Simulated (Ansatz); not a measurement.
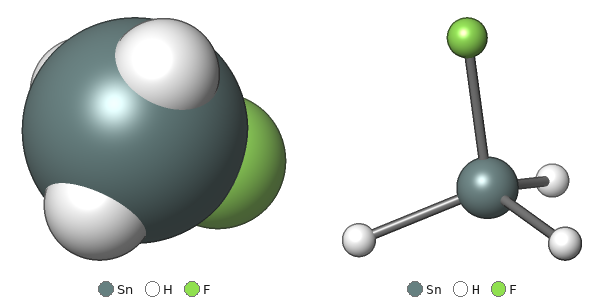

Two views of one molecule.

Question: Which formula does it have?

Answer: FH3Sn, 5 atoms: 1 fluorine, 3 hydrogen and 1 tin.

Question: How many bonds of each kind are drawn?

Answer: 3 Sn–H, 1 F–Sn. Sticks follow a distance rule.

Question: What is the point group of this geometry?

Answer: C3v.

Question: How many sets of symmetry-equivalent atoms are there?

Answer: 3: 1 Sn, 3 H, 1 F.

The parts below concern this one geometry. Atoms keep their numbers from picture to picture. The computed structure is the end point of a PBE0-D4/def2-TZVP optimisation.

### Shape

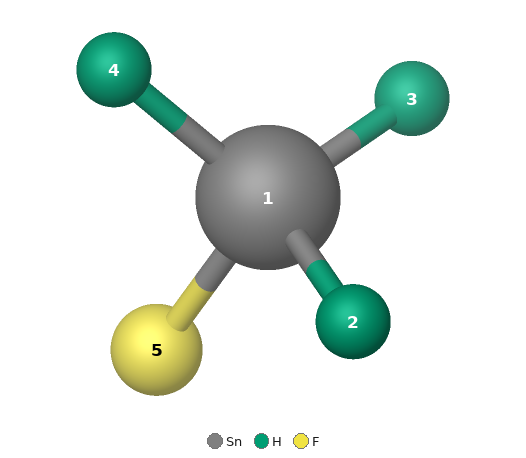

Numbered structure.

What are the angles H2–Sn1–H3, H2–Sn1–F5?

```json
{"angle": "H2–Sn1–H3", "degrees": "113.8"}
{"angle": "H2–Sn1–F5", "degrees": "104.7"}
```

### Charges

The questions are on Mulliken charges. Method: RKS PBE0-D4/def2-TZVP, core potentials on Sn (Ansatz 0.2.0).

Give the Mulliken charges atom by atom.

```tsv
atom	value (e)
Sn1	0.64
H2	−0.05
H3	−0.05
H4	−0.05
F5	−0.50
```

### Vibrations

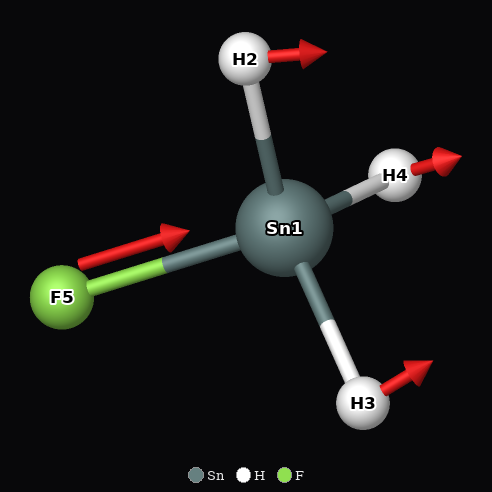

The arrows show one normal mode. Harmonic vibrations computed with RKS PBE0-D4/def2-TZVP, core potentials on Sn (Ansatz 0.2.0) at a stationary point of the same level.

Question: At what wavenumber does it lie?

Answer: 611 cm⁻¹; it is mode 3 of 9 counted from the lowest.

### Electronic properties

Method: RKS PBE0-D4/def2-TZVP, core potentials on Sn (Ansatz 0.2.0).

Question: Estimate the dipole moment.

Answer: 2.73 D.

Mulliken values depend strongly on the basis set and can even reverse the polarity of a bond.
